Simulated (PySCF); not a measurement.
**Excited-state calculation of C2H3Ga**

The run: excited-state calculation of C2H3Ga, SMILES C#[C][GaH2]. Method and program: TDDFT PBE0/aug-cc-pVTZ, vertical, gas phase, core orbitals frozen in the response (PySCF 2.14.0).

The geometry comes from this level: PBE0-D3(BJ)/def2-SVP.

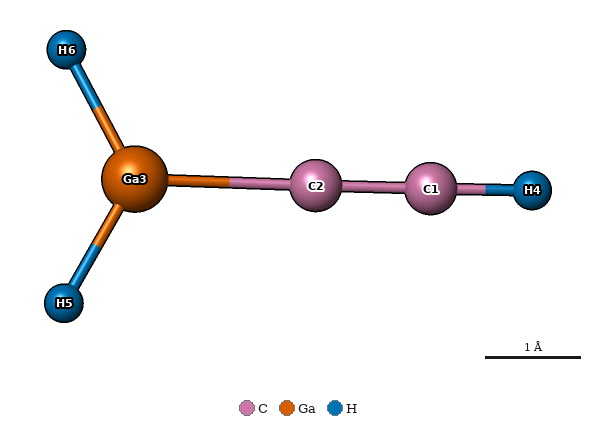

Fig. 1: The structure as given in the input (ball-and-stick view, seen at a tilt; atoms are numbered from 1 in the order of the input). Sticks mark near contacts. Bond lengths as drawn: C–C 1.22 Å, C–Ga 1.92 Å, C–H 1.08 Å and Ga–H 1.56 Å.

### Input file
```
{"job": {"kind": "uv", "xc": "PBE0", "basis": "aug-cc-pVTZ"}, "charge": 0, "multiplicity": 1}
C     -1.579008     0.176957     1.039129
C     -0.524766     0.070971     0.432696
Ga     1.122216    -0.127927    -0.527501
H     -2.506164     0.263644     1.578956
H      1.547274     1.007382    -1.513432
H      1.964890    -1.420679    -0.281583
```

The first line tells a small driver script what to run in PySCF; the rest is the geometry in Å.

Launch command:
```bash
OMP_NUM_THREADS=1 python <driver script> task.json out
```

### What the program printed
```
coarse grid: 25192 points
cycle   1  E = -2002.4314802378  dE = -3.337e-01  |g| = 5.973e-01  |ddm| = 9.402e+00
cycle   2  E = -2002.4042806067  dE =  2.720e-02  |g| = 6.941e-01  |ddm| = 7.463e+00
cycle   3  E = -2002.4912125276  dE = -8.693e-02  |g| = 5.649e-02  |ddm| = 4.767e+00
cycle   4  E = -2002.4912903982  dE = -7.787e-05  |g| = 5.555e-02  |ddm| = 2.396e-01
cycle   5  E = -2002.4920359318  dE = -7.455e-04  |g| = 9.554e-03  |ddm| = 1.219e-01
cycle   6  E = -2002.4920622115  dE = -2.628e-05  |g| = 1.945e-03  |ddm| = 3.181e-02
cycle   7  E = -2002.4920629544  dE = -7.429e-07  |g| = 1.155e-04  |ddm| = 8.532e-03
final grid: 51824 points
cycle   8  E = -2002.4920481108  dE = -8.783e-09  |g| = 1.574e-04  |ddm| = 1.644e-02
cycle   9  E = -2002.4920480876  dE =  2.323e-08  |g| = 3.399e-04  |ddm| = 9.843e-04
cycle  10  E = -2002.4920481170  dE = -2.944e-08  |g| = 2.945e-05  |ddm| = 4.957e-04
cycle  11  E = -2002.4920481172  dE = -2.292e-10  |g| = 4.352e-06  |ddm| = 1.375e-04
```

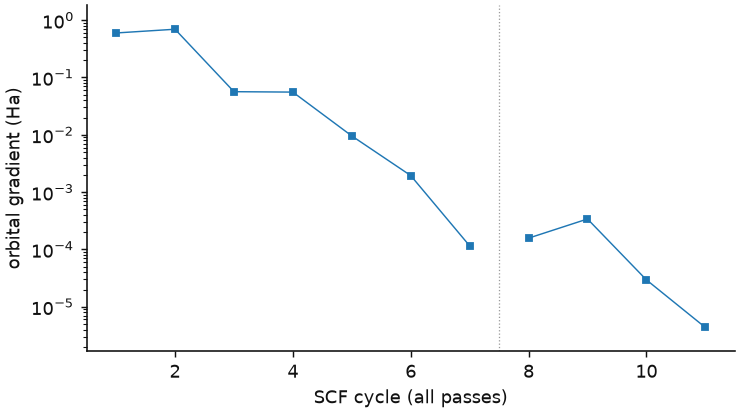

Fig. 2: Convergence of the self-consistent field: orbital gradient against the SCF cycle. The dotted line marks the change from a coarse to the final integration grid. The first 7 cycles use a coarse grid, the final grid takes over at cycle 8, and the field converges after 11 cycles in all.

```
converged SCF energy = -2002.4920481172

Static polarisability (au): isotropic 52.870, principal 37.912 46.914 73.786

Singlet excitations
state   eV       nm        f      main configurations
  1   4.4024    281.6   0.00000   H->L 0.98
  2   5.2642    235.5   0.06292   H-1->L 0.89
  3   5.6058    221.2   0.00000   H-2->L 0.97
  4   6.3645    194.8   0.01748   H-3->L 0.99
  5   6.6017    187.8   0.00000   H-1->L+2 0.89
  6   7.0500    175.9   0.00190   H->L+1 0.90
  7   7.1186    174.2   0.18253   H->L+2 0.56, H-1->L+4 0.22, H-1->L+9 0.10
  8   7.1858    172.5   0.00004   H->L+4 0.74, H->L+9 0.16
  9   7.4269    166.9   0.05804   H-1->L+1 0.85, H-1->L+3 0.12
 10   7.4476    166.5   0.07046   H->L+3 0.82

Triplet excitations (Tamm-Dancoff, eV): 4.1260 4.1772 5.1149 5.2389
```

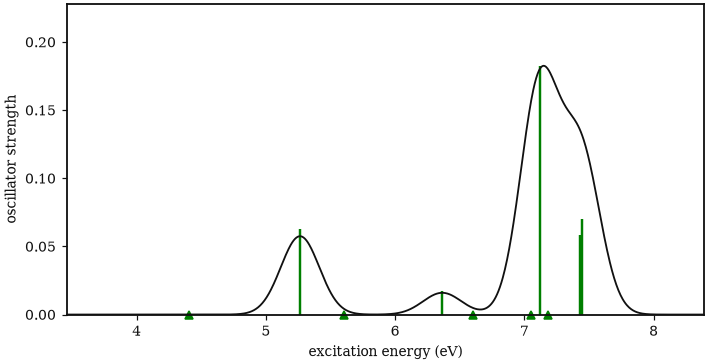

Fig. 3: Computed excitations as sticks (degenerate states added up, dark ones marked on the axis), with a Gaussian envelope of 0.35 eV full width at half maximum, scaled to the tallest. Of the 10 states the lowest lies at 4.40 eV (f = 0.000); the strongest line is at 7.12 eV, or 174 nm (f = 0.183).

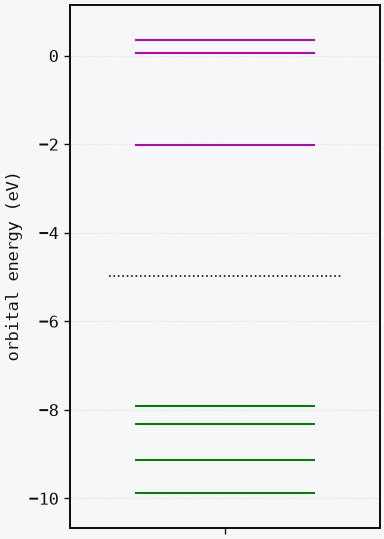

Fig. 4: Orbital energies near the frontier; the dotted line parts filled from empty levels, and levels within 0.02 eV of each other stand side by side. Highest filled −7.92 eV, lowest empty −2.02 eV, 5.90 eV apart.

### Results in brief

```json
{"quantity": "outcome", "value": "converged"}
{"quantity": "total energy", "value": "−2002.492048 hartree"}
{"quantity": "HOMO", "value": "−7.92 eV"}
{"quantity": "LUMO", "value": "−2.02 eV"}
{"quantity": "dipole moment", "value": "0.19 D"}
{"quantity": "mean polarisability", "value": "52.87 a.u."}
{"quantity": "lowest singlet excitation", "value": "4.40 eV"}
{"quantity": "hardware", "value": "1 CPU thread, shared host"}
{"quantity": "wall time", "value": "16 s"}
{"quantity": "peak memory", "value": "0.72 GiB"}
```

### Notes

Spin–orbit coupling is left out, which matters for the heavy atoms.
